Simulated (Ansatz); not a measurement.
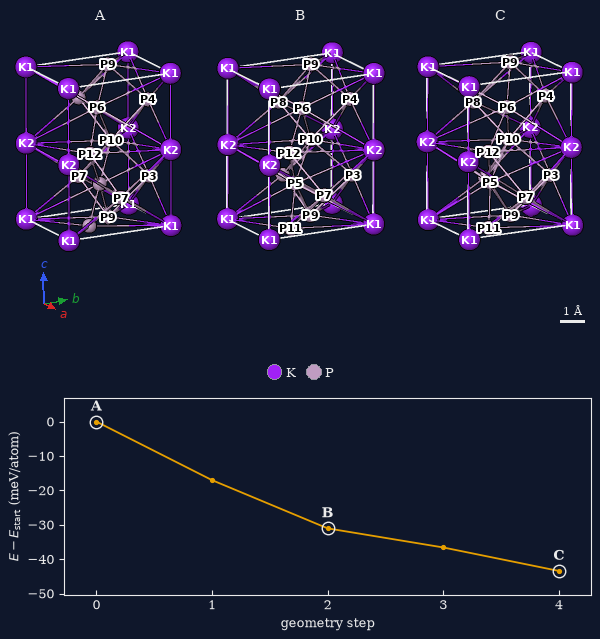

Frames of a relaxation of a crystal of KP₅ (a generated structure, set up in P1) (coarse preliminary run), marked on the history of the run. The picture is a ball-and-stick view of the cell of the calculation, seen slightly off an axis.

Level of theory: DFT PBE, scalar-relativistic, plane waves, PAW (Ansatz 0.2.0). Set-up: plane-wave cutoff 420 eV; k-point mesh 6 × 6 × 4; occupations gaussian; smearing width 0.2 eV; no spin polarisation; cell and atoms relaxed; force threshold 0.025 eV/Å; at most 60 steps.

**Describe the path.**

The run was cut off at its time limit before the relaxation converged, so the last structure is only a point on the way. Over 4 geometry steps the energy falls by 43.4 meV per atom. The largest force component goes from 0.61 to 0.28 eV/Å. Pressure: 2.67 GPa at the start and −0.63 GPa at the end. The atom that moves furthest relative to the cell is P6 (0.44 Å roughly along [1 1 0]). Largest moves by element: P 0.44 Å, K 0.15 Å. The drawn cell changes as follows: a 6.264 → 6.350 Å (+1.4 %), b 6.199 → 6.332 Å (+2.1 %), c 6.513 → 6.558 Å (+0.7 %), α 90.0° → 91.0°, β 90.7° → 89.2°, γ 119.1° → 120.5°; the volume changes by +2.9 %. Some distances before and after: K1–P3 3.568 → 4.096 Å, K2–P7 3.602 → 4.080 Å, K1–P8 3.460 → 3.906 Å, K1–P5 3.549 → 3.962 Å. Bond angles that change, for instance: P10–P5–P11 179.0° → 162.4°, P9–P3–P12 175.1° → 159.1°, K1–P5–P12 107.0° → 121.9°. The space group stays P1 (No. 1). Cost: 5.2 min on 1 thread of Intel(R) Xeon(R) Platinum 8375C CPU @ 2.90GHz (Ice Lake), on a shared host, peak memory 0.86 GiB. From step 0 to 2: P5 moves most (0.24 Å), volume +3.6 %, energy −31.0 meV per atom. From step 2 to 4: P6 moves most (0.29 Å), volume −0.7 %, energy −12.4 meV per atom.

| step | E − E(0), meV/atom | largest force component, eV/Å | pressure, GPa | volume, Å³/atom |
| --- | --- | --- | --- | --- |
| 0 | 0.00 | 0.6072 | 2.67 | 18.407 |
| 1 | -17.01 | 0.4523 | 0.55 | 18.936 |
| 2 | -31.04 | 0.3445 | -0.26 | 19.065 |
| 3 | -36.59 | 0.5001 | -0.54 | 19.062 |
| 4 | -43.42 | 0.2770 | -0.63 | 18.931 |
